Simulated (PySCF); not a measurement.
```yaml
atoms:
  - { symbol: C, position_ang: [2.1446, -0.5749, 0.7006] }
  - { symbol: C, position_ang: [1.3730, 0.0387, -0.1640] }
  - { symbol: C, position_ang: [1.1627, 0.8175, -1.3585] }
  - { symbol: C, position_ang: [0.0738, 0.4704, -0.6661] }
  - { symbol: C, position_ang: [-1.3714, 0.4974, -0.5203] }
  - { symbol: C, position_ang: [-1.8777, -0.3510, 0.6159] }
  - { symbol: O, position_ang: [-2.0809, 1.1517, -1.2525] }
  - { symbol: H, position_ang: [1.7371, -1.0887, 1.5542] }
  - { symbol: H, position_ang: [3.2153, -0.5813, 0.5898] }
  - { symbol: H, position_ang: [1.5818, 1.3021, -2.2082] }
  - { symbol: H, position_ang: [-1.5506, -1.3799, 0.4750] }
  - { symbol: H, position_ang: [-2.9622, -0.3092, 0.6657] }
  - { symbol: H, position_ang: [-1.4498, 0.0076, 1.5507] }
```

Geometry: GFN2-xTB.

Level of theory: PySCF 2.14.0, PBE0/pcSseg-1, SCF density, gas phase, non-relativistic.

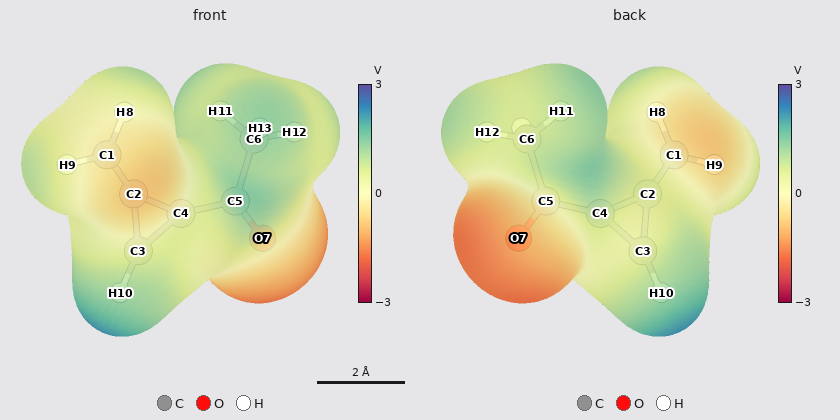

C6H6O (SMILES C=C1C=C1C(C)=O). The molecular electrostatic potential painted on the density surface at 0.004 e/bohr³, seen from the front and from behind; red is negative and blue positive.

Which sites attract a positive test charge, and which a negative one?

A positive charge is drawn to the negative regions and a negative charge to the positive ones. The most negative region (about −1.7 V, or −39 kcal/mol for a unit charge) lies over O7, the most positive (about +2.2 V, or +51 kcal/mol for a unit charge) over H10. O7 is the likeliest acceptor of a hydrogen bond.

How polar is the molecule by this calculation?

Its dipole moment is 1.48 D.
